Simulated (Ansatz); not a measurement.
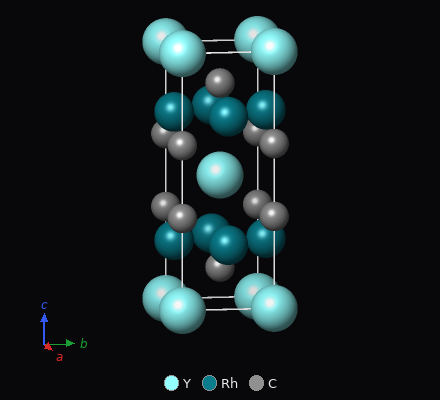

The structure; the drawing may span several cells.

Structure (in its standard cell), coordinates from a relaxation with DFT PBE, scalar-relativistic, plane waves, PAW in Ansatz; the starting structure was generated, so it need not be a known form of this composition:

```
Y Rh C
1.0
     3.65228    0.00000    0.00000
     0.00000    3.65228    0.00000
     0.00000    0.00000   10.14086
Y Rh C
2 4 4
Direct
  0.00000 0.00000 0.00000
  0.50000 0.50000 0.50000
  0.00000 0.50000 0.25000
  0.50000 0.00000 0.25000
  0.50000 0.00000 0.75000
  0.00000 0.50000 0.75000
  0.00000 0.00000 0.35827
  0.50000 0.50000 0.14173
  0.50000 0.50000 0.85827
  0.00000 0.00000 0.64173
```

What does the kinematic electron diffraction pattern along [101] look like at 200 kV (B = 0.5 Å²)?

The spots form a rectangular net whose two shortest vectors correspond to d = 3.44 Å and 1.83 Å, 90.0° apart. They are 1 0 -1 and 0 2 0. The pattern has symmetry 2mm. The lattice centring (I) removes all reflections that break h + k + l = 2n.

Strongest reflections with d > 0.80 Å, one of each family (|F|² from tabulated Gaussian fits of the electron scattering factors, times a small damping for the curvature of the Ewald sphere):

| hkl | d (Å) | I (strongest = 100) |
| --- | --- | --- |
| 0 2 0 | 1.826 | 100 |
| 0 4 0 | 0.913 | 14 |
| 2 0 -2 | 1.718 | 12 |
| 1 0 -1 | 3.436 | 10 |
| 4 0 -4 | 0.859 | 7 |
| 2 2 -2 | 1.251 | 5 |

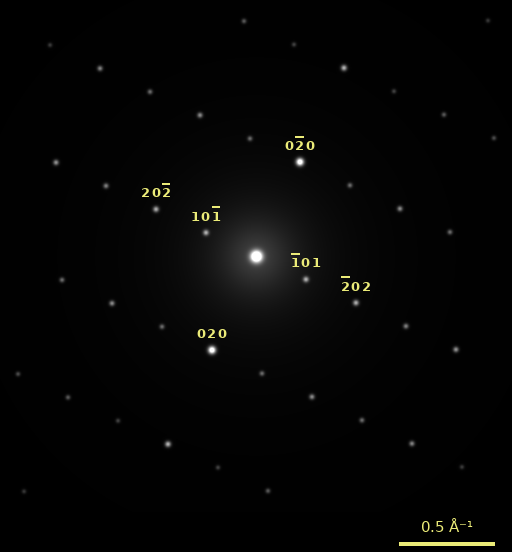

Calculated pattern, seen from the source side with [101] pointing towards the source.
